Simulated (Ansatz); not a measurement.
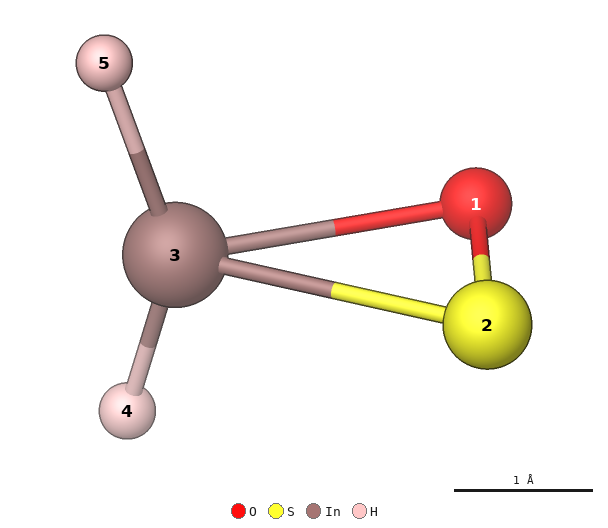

Figure made from data computed with Ansatz.

Orthographic view. Atoms fade into the background with distance from the viewer. Charge 0, doublet. Geometry: relaxed with PBE0-D4/def2-TZVP with one coordinate held away from its value at the minimum.

List all interatomic distances (Å) as a matrix.

```
atom    O1    S2   In3    H4    H5
  O1  0.00                        
  S2  1.58  0.00                  
 In3  2.24  2.53  0.00            
  H4  3.01  3.31  1.51  0.00      
  H5  3.10  3.38  1.69  3.07  0.00
```
